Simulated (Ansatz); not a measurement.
# Ga13Sb14 wurtzite other sphere (Ga₁₃Sb₁₄H₃₄+): removing and adding an electron

What does removing or adding an electron cost or gain for Ga13Sb14 wurtzite other sphere (Ga₁₃Sb₁₄H₃₄+)? Each charged state is run at several levels.

Method: as each input shows; program: Ansatz 0.2.0, Gaussian basis.

The runs, in order: charge +2 doublet, at the geometry of the singlet (PBE0-D4/def2-SVP, PBE-D4/def2-SVP, B3LYP-D4/def2-SVP); charge 0 doublet, at the geometry of the singlet (PBE0-D4/def2-SVP, PBE-D4/def2-SVP, B3LYP-D4/def2-SVP); the starting singlet's energies come from earlier runs.

2 further runs of the same task are left out: 1 for a known fault of the program, 1 set aside as unsound or not needed.

## Step 1: The structure

The geometry is that of the singlet, from an earlier relaxation (PBE-D4/def2-SVP).

61 atoms, charge 1, spin multiplicity 1.

Atoms are counted from 1 here; the program's logs count them from 0.

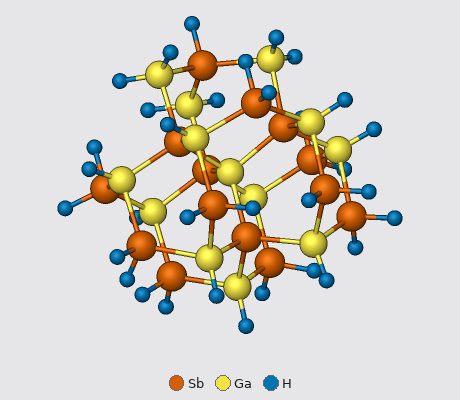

The geometry (antimony orange, gallium yellow, hydrogen blue).

Sb takes a core potential in the def2 sets. No spin-orbit coupling is included. The ion is computed in the gas phase, without counter-ions or solvent.

## Step 2: Charge +2 doublet at the fixed geometry, PBE0-D4/def2-SVP

Contents of in.yaml:

```yaml
crystal:
  periodic: [false, false, false]
  atoms:
    - {symbol: Sb, position_ang: [-1.983182, -3.755640, -2.247558]}
    - {symbol: Ga, position_ang: [-2.039575, -3.874559, 0.473499]}
    - {symbol: Sb, position_ang: [-4.177064, -2.405487, 1.144391]}
    - {symbol: Sb, position_ang: [-4.244732, 0.164016, -2.251734]}
    - {symbol: Ga, position_ang: [-4.375436, 0.179198, 0.469168]}
    - {symbol: Sb, position_ang: [1.985363, -3.755970, -2.244828]}
    - {symbol: Ga, position_ang: [0.002152, -2.435849, -3.498214]}
    - {symbol: Ga, position_ang: [2.035514, -3.875250, 0.476517]}
    - {symbol: Sb, position_ang: [-0.002334, -2.438078, 1.322650]}
    - {symbol: Ga, position_ang: [0.008613, -2.599046, 4.077470]}
    - {symbol: Sb, position_ang: [0.000659, -0.002743, -2.431933]}
    - {symbol: Ga, position_ang: [-2.103983, 1.215961, -3.500125]}
    - {symbol: Ga, position_ang: [-0.000245, -0.002701, 0.250426]}
    - {symbol: Sb, position_ang: [-2.109762, 1.216497, 1.320510]}
    - {symbol: Sb, position_ang: [-0.000502, 0.000306, 4.665641]}
    - {symbol: Ga, position_ang: [-2.254822, 1.293751, 4.074699]}
    - {symbol: Sb, position_ang: [-2.260129, 3.594221, -2.247071]}
    - {symbol: Ga, position_ang: [-2.337849, 3.699532, 0.474260]}
    - {symbol: Sb, position_ang: [4.173769, -2.408010, 1.148948]}
    - {symbol: Sb, position_ang: [4.245144, 0.161933, -2.247952]}
    - {symbol: Ga, position_ang: [2.106495, 1.214760, -3.499259]}
    - {symbol: Ga, position_ang: [4.374100, 0.176418, 0.473188]}
    - {symbol: Sb, position_ang: [2.108734, 1.216260, 1.322105]}
    - {symbol: Ga, position_ang: [2.249988, 1.300738, 4.076504]}
    - {symbol: Sb, position_ang: [2.259634, 3.593388, -2.247288]}
    - {symbol: Ga, position_ang: [2.337745, 3.698473, 0.473833]}
    - {symbol: Sb, position_ang: [0.000204, 4.819133, 1.148818]}
    - {symbol: H, position_ang: [-1.948816, -5.357432, -2.859375]}
    - {symbol: H, position_ang: [-3.472771, -3.309879, -2.972656]}
    - {symbol: H, position_ang: [-2.181319, -5.392400, 0.871331]}
    - {symbol: H, position_ang: [-5.644910, -3.253881, 0.886878]}
    - {symbol: H, position_ang: [-4.190182, -2.410810, 2.854545]}
    - {symbol: H, position_ang: [-4.614461, -1.346138, -2.977009]}
    - {symbol: H, position_ang: [-5.609050, 1.004100, -2.863166]}
    - {symbol: H, position_ang: [-5.758153, 0.821446, 0.866388]}
    - {symbol: H, position_ang: [1.950445, -5.357343, -2.857581]}
    - {symbol: H, position_ang: [3.476225, -3.311203, -2.968113]}
    - {symbol: H, position_ang: [0.003016, -2.577132, -5.065421]}
    - {symbol: H, position_ang: [2.176544, -5.393232, 0.874188]}
    - {symbol: H, position_ang: [-1.387593, -3.283492, 4.364350]}
    - {symbol: H, position_ang: [1.415672, -3.267835, 4.349872]}
    - {symbol: H, position_ang: [-2.223313, 1.288094, -5.067534]}
    - {symbol: H, position_ang: [-0.001581, 0.000943, 6.386120]}
    - {symbol: H, position_ang: [-3.538719, 0.413283, 4.352236]}
    - {symbol: H, position_ang: [-2.145605, 2.845877, 4.356772]}
    - {symbol: H, position_ang: [-3.670950, 4.355579, -2.856280]}
    - {symbol: H, position_ang: [-1.138260, 4.669964, -2.973340]}
    - {symbol: H, position_ang: [-3.584728, 4.576898, 0.871388]}
    - {symbol: H, position_ang: [5.640637, -3.257270, 0.888680]}
    - {symbol: H, position_ang: [4.188577, -2.414098, 2.859064]}
    - {symbol: H, position_ang: [4.615429, -1.347794, -2.973825]}
    - {symbol: H, position_ang: [5.610443, 1.002011, -2.857199]}
    - {symbol: H, position_ang: [2.227141, 1.285226, -5.066624]}
    - {symbol: H, position_ang: [5.757160, 0.818023, 0.870421]}
    - {symbol: H, position_ang: [3.536606, 0.425263, 4.357354]}
    - {symbol: H, position_ang: [2.135651, 2.853288, 4.354252]}
    - {symbol: H, position_ang: [1.131635, 4.664165, -2.971350]}
    - {symbol: H, position_ang: [3.666150, 4.360922, -2.858654]}
    - {symbol: H, position_ang: [3.584806, 4.575678, 0.870751]}
    - {symbol: H, position_ang: [0.000393, 4.834173, 2.859020]}
    - {symbol: H, position_ang: [0.000479, 6.514356, 0.890153]}
basis:
  gaussian: {orbitals: def2-SVP, fitting: {mean_field: def2-universal-jkfit}}
total_charge: 2
magnetization: {spin_polarized: true, initial_magnetization: 1}
hamiltonian: {xc: pbe0, dispersion: d4}
scf: {omitted_lower_state_checks: [starts]}
output: {orbitals: {seedname: orbitals}}
```

On the command line:

```console
$ ansatz run in.yaml --threads 10 --pin off --events-out ev --progress --plain --max-ram 110592MiB --backend cuda --devices 0, --max-vram 75GiB
```

Output:

```text
Functional definition: PBE0
  name "PBE0"
  cite "Adamo & Barone, J. Chem. Phys. 110, 6158 (1999) doi:10.1063/1.478522"
  cite "Perdew, Burke & Ernzerhof, Phys. Rev. Lett. 77, 3865 (1996) doi:10.1103/PhysRevLett.77.3865"
  parent pbe
  parameter a = 0.25
  parameter kappa = 0.804
  parameter beta = 0.06672455060314922
  exchange = (1 - a)*pbe_x(kappa = kappa, mu = beta*pi^2/3) + a*exact_x
  correlation = pbe_c(beta = beta)
these checks for a lower state are left out or cut short: starts
7122 factors; integrals over basis functions are off by at most 3.4e-1 eV
mean field evaluation 1: about -772812.8489 eV, gradient 4.5e1 eV
mean field evaluation 2: about -772801.6561 eV, gradient 6.3e1 eV
mean field evaluation 4: about -772819.6862 eV, gradient 9.1e0 eV
mean field evaluation 8: about -772820.4991 eV, gradient 8.1e-1 eV
mean field evaluation 16: about -772820.5120 eV, gradient 2.5e-2 eV
mean field evaluation 32: about -772820.5121 eV, gradient 4.2e-4 eV
mean field -772820.51210796 eV, -28400.6299834099 hartree, gradient 2.8e-6 eV, S^2 0.753844; 0 other end points of the search recorded, 0 dependent functions left out
reference -772820.51220346 eV, -28400.6299869195 hartree; 379, 378 occupied and 571, 572 virtual orbitals, 7122 factors
Total energy: -772826.25031772 eV, -28400.8408587294 hartree
Checks for a lower state left out: starts
```

It took 67 s on 1 × H100 with 10 threads of AMD EPYC 7R13, shared host; peak host memory 1.9 GiB.

From the report: HOMO -11.30 eV, LUMO -10.42 eV (over both spins); ⟨S²⟩ 0.754 (pure: 0.75).

## Step 3: Charge +2 doublet at the fixed geometry, PBE-D4/def2-SVP

start.molden holds the orbitals of an earlier run on this state, given as this run's starting guess.

in.yaml, as its differences from that of step 2:

```diff
@@ -65,6 +65,6 @@
 basis:
-  gaussian: {orbitals: def2-SVP, fitting: {mean_field: def2-universal-jkfit}}
+  gaussian: {orbitals: def2-SVP, fitting: {mean_field: def2-universal-jkfit}, initial_orbitals: start.molden}
 total_charge: 2
 magnetization: {spin_polarized: true, initial_magnetization: 1}
-hamiltonian: {xc: pbe0, dispersion: d4}
+hamiltonian: {xc: pbe, dispersion: d4}
 scf: {omitted_lower_state_checks: [starts]}
```

Same command.

Output:

```text
Functional definition: PBE
  name "PBE"
  cite "Perdew, Burke & Ernzerhof, Phys. Rev. Lett. 77, 3865 (1996) doi:10.1103/PhysRevLett.77.3865"
  parent pbe
  parameter kappa = 0.804
  parameter beta = 0.06672455060314922
  exchange = pbe_x(kappa = kappa, mu = beta*pi^2/3)
  correlation = pbe_c(beta = beta)
these checks for a lower state are left out or cut short: starts
7122 factors; integrals over basis functions are off by at most 3.4e-1 eV
mean field evaluation 1: about -772799.1389 eV, gradient 1.4e1 eV
mean field evaluation 2: about -772800.2233 eV, gradient 9.9e-1 eV
mean field evaluation 4: about -772800.2628 eV, gradient 1.9e-1 eV
mean field evaluation 8: about -772800.2648 eV, gradient 3.1e-2 eV
mean field evaluation 16: about -772800.2660 eV, gradient 1.6e-5 eV
mean field -772800.26597831 eV, -28399.8859518686 hartree, gradient 8.8e-6 eV, S^2 0.751002; 0 other end points of the search recorded, 0 dependent functions left out
reference -772800.26610612 eV, -28399.8859565656 hartree; 379, 378 occupied and 571, 572 virtual orbitals, 7122 factors
Total energy: -772806.42600422 eV, -28400.1123286455 hartree
Checks for a lower state left out: starts
```

Run time: 21 s. Hardware: 1 × H100 with 10 threads of AMD EPYC 7R13, shared host; peak host memory 1.9 GiB.

Report: HOMO -10.40 eV, LUMO -10.44 eV (over both spins; with the spin held, an empty level of the minority spin lies below the top filled one); ⟨S²⟩ 0.751 (pure: 0.75).

## Step 4: Charge +2 doublet at the fixed geometry, B3LYP-D4/def2-SVP

in.yaml, as its differences from that of step 3:

```diff
@@ -68,3 +68,3 @@
 magnetization: {spin_polarized: true, initial_magnetization: 1}
-hamiltonian: {xc: pbe, dispersion: d4}
+hamiltonian: {xc: {name: B3LYP}, dispersion: d4}
 scf: {omitted_lower_state_checks: [starts]}
```

Launched as before.

Output, cut to the lines that bear on the results:

```text
Functional definition: B3LYP
  name "B3LYP"
  cite "Stephens, Devlin, Chabalowski & Frisch, J. Phys. Chem. 98, 11623 (1994) doi:10.1021/j100096a001"
  cite "Becke, Phys. Rev. A 38, 3098 (1988) doi:10.1103/PhysRevA.38.3098"
  cite "Lee, Yang & Parr, Phys. Rev. B 37, 785 (1988) doi:10.1103/PhysRevB.37.785"
  cite "Vosko, Wilk & Nusair, Can. J. Phys. 58, 1200 (1980) doi:10.1139/p80-159"
[...]
7122 factors; integrals over basis functions are off by at most 3.4e-1 eV
[...]
mean field -772952.95371435 eV, -28405.4971226729 hartree, gradient 4.0e-6 eV, S^2 0.752777; 0 other end points of the search recorded, 0 dependent functions left out
reference -772952.95453211 eV, -28405.4971527249 hartree; 379, 378 occupied and 571, 572 virtual orbitals, 7122 factors
Total energy: -772963.06207540 eV, -28405.8685980895 hartree
Checks for a lower state left out: starts
```

It took 77 s on 1 × H100 with 10 threads of AMD EPYC 7R13, shared host; peak host memory 1.9 GiB.

Report: HOMO -11.11 eV, LUMO -10.45 eV (over both spins); ⟨S²⟩ 0.753 (pure: 0.75).

## Step 5: Vertical ionisation energy

Charged state less starting state, singlet to doublet; the starting state's energies are those of its earlier runs.

| level | vertical ionisation energy (eV) | time |
| --- | --- | --- |
| PBE-D4/def2-SVP | +9.19 | 27 s |
| B3LYP-D4/def2-SVP | +9.55 | 96 s |
| PBE0-D4/def2-SVP | +9.58 | 80 s |

Times add the two runs; a level without a time comes out of a correlated run.

Beside −ε(HOMO) of the starting state:

| level | −ε(HOMO) (eV) | by difference (eV) | mismatch (eV) |
| --- | --- | --- | --- |
| PBE-D4/def2-SVP | 7.70 | 9.19 | -1.49 |
| B3LYP-D4/def2-SVP | 8.39 | 9.55 | -1.17 |
| PBE0-D4/def2-SVP | 8.58 | 9.58 | -1.00 |

## Step 6: Charge 0 doublet at the fixed geometry, PBE0-D4/def2-SVP

in.yaml, as its differences from that of step 4:

```diff
@@ -65,6 +65,5 @@
 basis:
-  gaussian: {orbitals: def2-SVP, fitting: {mean_field: def2-universal-jkfit}, initial_orbitals: start.molden}
-total_charge: 2
+  gaussian: {orbitals: def2-SVP, fitting: {mean_field: def2-universal-jkfit}}
 magnetization: {spin_polarized: true, initial_magnetization: 1}
-hamiltonian: {xc: {name: B3LYP}, dispersion: d4}
+hamiltonian: {xc: pbe0, dispersion: d4}
 scf: {omitted_lower_state_checks: [starts]}
```

Same command.

Output, cut to the lines that bear on the results:

```text
Functional definition: PBE0
  name "PBE0"
  cite "Adamo & Barone, J. Chem. Phys. 110, 6158 (1999) doi:10.1063/1.478522"
  cite "Perdew, Burke & Ernzerhof, Phys. Rev. Lett. 77, 3865 (1996) doi:10.1103/PhysRevLett.77.3865"
  parent pbe
[...]
7122 factors; integrals over basis functions are off by at most 3.4e-1 eV
[...]
mean field -772834.02975880 eV, -28401.1267479159 hartree, gradient 1.9e-5 eV, S^2 0.752116; 0 other end points of the search recorded, 0 dependent functions left out
reference -772834.02985540 eV, -28401.1267514659 hartree; 380, 379 occupied and 570, 571 virtual orbitals, 7122 factors
Total energy: -772839.90773894 eV, -28401.3427597017 hartree
Checks for a lower state left out: starts
```

Wall time 25 s (1 × H100 with 10 threads of AMD EPYC 7R13, shared host); peak host memory 1.9 GiB.

From the report: HOMO -3.18 eV, LUMO -2.26 eV (over both spins); ⟨S²⟩ 0.752 (pure: 0.75).

## Step 7: Charge 0 doublet at the fixed geometry, PBE-D4/def2-SVP

in.yaml, as its differences from that of step 6:

```diff
@@ -65,5 +65,5 @@
 basis:
-  gaussian: {orbitals: def2-SVP, fitting: {mean_field: def2-universal-jkfit}}
+  gaussian: {orbitals: def2-SVP, fitting: {mean_field: def2-universal-jkfit}, initial_orbitals: start.molden}
 magnetization: {spin_polarized: true, initial_magnetization: 1}
-hamiltonian: {xc: pbe0, dispersion: d4}
+hamiltonian: {xc: pbe, dispersion: d4}
 scf: {omitted_lower_state_checks: [starts]}
```

Launched as before.

Output:

```text
Functional definition: PBE
  name "PBE"
  cite "Perdew, Burke & Ernzerhof, Phys. Rev. Lett. 77, 3865 (1996) doi:10.1103/PhysRevLett.77.3865"
  parent pbe
  parameter kappa = 0.804
  parameter beta = 0.06672455060314922
  exchange = pbe_x(kappa = kappa, mu = beta*pi^2/3)
  correlation = pbe_c(beta = beta)
these checks for a lower state are left out or cut short: starts
7122 factors; integrals over basis functions are off by at most 3.4e-1 eV
mean field evaluation 1: about -772812.4914 eV, gradient 1.4e1 eV
mean field evaluation 2: about -772813.5650 eV, gradient 9.2e-1 eV
mean field evaluation 4: about -772813.5905 eV, gradient 8.0e-2 eV
mean field evaluation 8: about -772813.5906 eV, gradient 2.4e-5 eV
mean field -772813.59060286 eV, -28400.3756227891 hartree, gradient 2.4e-5 eV, S^2 0.750871; 0 other end points of the search recorded, 0 dependent functions left out
reference -772813.59073209 eV, -28400.3756275382 hartree; 380, 379 occupied and 570, 571 virtual orbitals, 7122 factors
Total energy: -772819.90263099 eV, -28400.6075855444 hartree
Checks for a lower state left out: starts
```

Wall time 9.5 s (1 × H100 with 10 threads of AMD EPYC 7R13, shared host); peak host memory 1.8 GiB.

Report: HOMO -3.02 eV, LUMO -2.86 eV (over both spins); ⟨S²⟩ 0.751 (pure: 0.75).

## Step 8: Charge 0 doublet at the fixed geometry, B3LYP-D4/def2-SVP

in.yaml, as its differences from that of step 7:

```diff
@@ -67,3 +67,3 @@
 magnetization: {spin_polarized: true, initial_magnetization: 1}
-hamiltonian: {xc: pbe, dispersion: d4}
+hamiltonian: {xc: {name: B3LYP}, dispersion: d4}
 scf: {omitted_lower_state_checks: [starts]}
```

The command is unchanged.

Output, cut to the lines that bear on the results:

```text
Functional definition: B3LYP
  name "B3LYP"
  cite "Stephens, Devlin, Chabalowski & Frisch, J. Phys. Chem. 98, 11623 (1994) doi:10.1021/j100096a001"
  cite "Becke, Phys. Rev. A 38, 3098 (1988) doi:10.1103/PhysRevA.38.3098"
  cite "Lee, Yang & Parr, Phys. Rev. B 37, 785 (1988) doi:10.1103/PhysRevB.37.785"
  cite "Vosko, Wilk & Nusair, Can. J. Phys. 58, 1200 (1980) doi:10.1139/p80-159"
[...]
7122 factors; integrals over basis functions are off by at most 3.4e-1 eV
[...]
mean field -772966.38825865 eV, -28405.9908330696 hartree, gradient 1.1e-5 eV, S^2 0.751359; 0 other end points of the search recorded, 0 dependent functions left out
reference -772966.38909136 eV, -28405.9908636712 hartree; 380, 379 occupied and 570, 571 virtual orbitals, 7122 factors
Total energy: -772976.73098471 eV, -28406.3709212418 hartree
Checks for a lower state left out: starts
```

It took 26 s on 1 × H100 with 10 threads of AMD EPYC 7R13, shared host; peak host memory 1.9 GiB.

Report: HOMO -3.07 eV, LUMO -2.35 eV (over both spins); ⟨S²⟩ 0.751 (pure: 0.75).

## Step 9: Vertical electron affinity

Starting state less charged state (positive: the electron is bound), singlet to doublet; the starting state's energies are those of its earlier runs.

| level | vertical electron affinity (eV) | time |
| --- | --- | --- |
| PBE-D4/def2-SVP | +4.29 | 16 s |
| B3LYP-D4/def2-SVP | +4.11 | 45 s |
| PBE0-D4/def2-SVP | +4.08 | 37 s |

Times add the two runs; a level without a time comes out of a correlated run.

Beside −ε(LUMO) of the starting state:

| level | −ε(LUMO) (eV) | by difference (eV) | mismatch (eV) |
| --- | --- | --- | --- |
| PBE-D4/def2-SVP | 5.40 | 4.29 | +1.12 |
| B3LYP-D4/def2-SVP | 4.92 | 4.11 | +0.80 |
| PBE0-D4/def2-SVP | 4.83 | 4.08 | +0.75 |

## Step 10: Results

| quantity | value |
| --- | --- |
| vertical ionisation energy, functionals in def2-SVP | 9.19 (PBE-D4) to 9.58 eV (PBE0-D4) |
| vertical electron affinity, functionals in def2-SVP | 4.08 (PBE0-D4) to 4.29 eV (PBE-D4) |

In words: The vertical ionisation energy spans 9.19 to 9.58 eV over the functionals. −ε(HOMO) misses the level's own difference by -1.00 eV at best (PBE0-D4) and -1.49 eV at worst (PBE-D4). The vertical electron affinity spans 4.08 to 4.29 eV over the functionals. −ε(LUMO) misses the level's own difference by +0.75 eV at best (PBE0-D4) and +1.12 eV at worst (PBE-D4).
